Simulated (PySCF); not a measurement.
**C₆H₅N₂ (SMILES C#Cc1[c]n(C)nc1) (doublet): density, localisation and related maps**

```csv
atom,x (Å),y (Å),z (Å)
C,3.5567,0.1368,-1.0139
C,2.4006,0.0798,-0.6927
C,1.0641,0.0033,-0.2809
C,-0.1042,0.1791,-1.0036
N,-1.1573,0.0175,-0.2065
C,-2.5517,0.0915,-0.5273
N,-0.7535,-0.2653,1.0370
C,0.5704,-0.2771,1.0107
H,4.5646,0.1879,-1.2985
H,-2.8569,-0.7657,-1.1319
H,-3.1068,0.0850,0.4087
H,-2.7665,1.0082,-1.0777
H,1.1362,-0.4805,1.8977
```

Geometry: GFN2-xTB.

Method: UKS B3LYP, pcH-1 on C H N, non-relativistic, mean-field spin-orbit, GIAO in PySCF 2.14.0, density-fitted response routines.

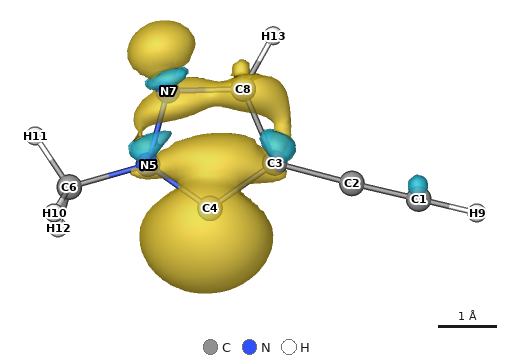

Figure 1. Isosurfaces of the spin density at +0.015 (yellow) and −0.015 e/Å³ (cyan), seen across its widest extent.

Question: Where is the unpaired spin?

Answer: The unpaired spin (1 electron) lies mostly on C4 (about 0.8), in electrons by Hirshfeld's partition.

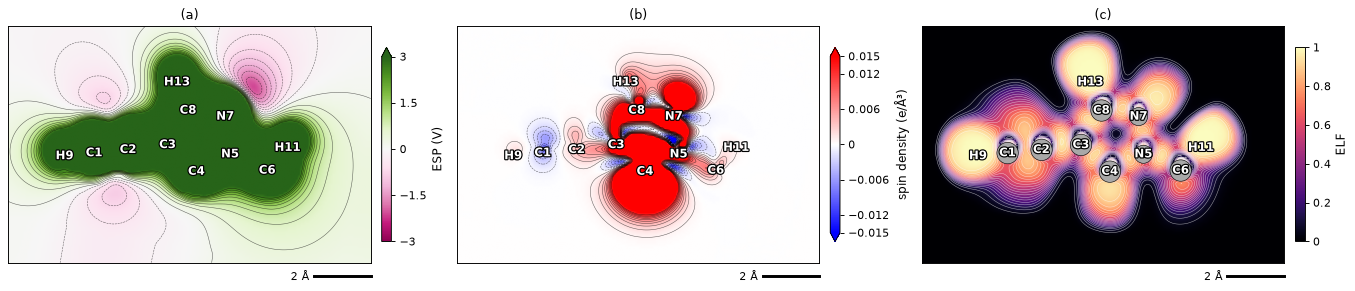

Figure 2. (a) electrostatic potential; (b) spin density (α minus β); (c) ELF on the plane of atoms C3, C8 and N7. Grey discs cover the atomic cores in the ELF map.

Question: Describe what can be read from this map.

Answer:
- Atoms in the plane: C, N and H.
- C–C (1.20 Å): the ELF peaks at about 0.90 between the atoms (a multiple bond).
- C–N (1.32 Å): the ELF peaks at about 0.90 between the atoms; a covalent bond.
- N–N (1.34 Å): the ELF peaks at about 0.90 between the atoms: a covalent bond.
- C–H (1.05 Å): the ELF climbs to about 1 towards the hydrogen, as it does in any bond to H (a covalent bond by its length).
- C–C (1.38 Å): the ELF peaks at about 0.95 between the atoms: a covalent bond.
- The ELF also peaks beside C4 and N7, away from the bonds: non-bonding electrons, paired or unpaired.
- Outside the dense part of the molecule the potential is most negative (−2.1 V) near N7.

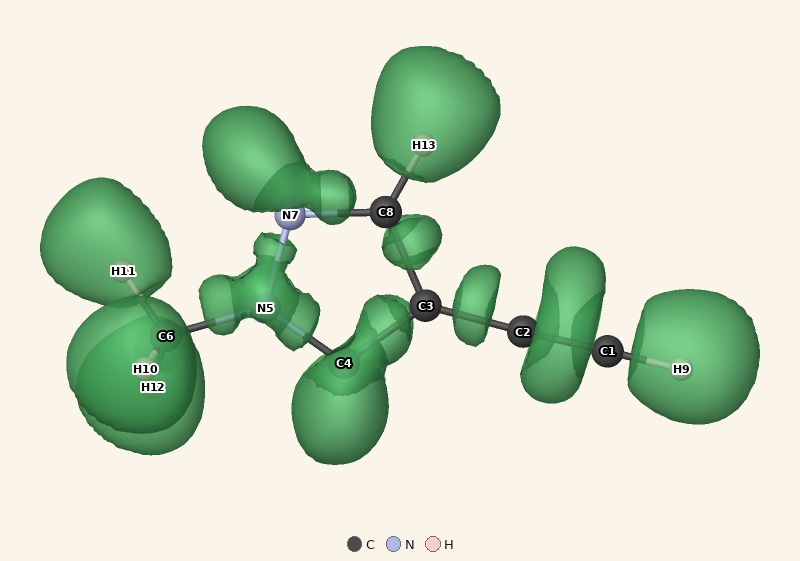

Figure 3. Isosurface of the ELF at 0.75 (green), seen across its widest extent. Core shells and regions of very low density are left out.

Question: Describe the localisation domains.

Answer: At this value the surface marks out three regions between bonded C–C atoms (shared pairs), five regions around hydrogen nuclei, one region on C in which the atom's valence shell and bonds are merged and two regions on N in which the atom's valence shell and bonds are merged.
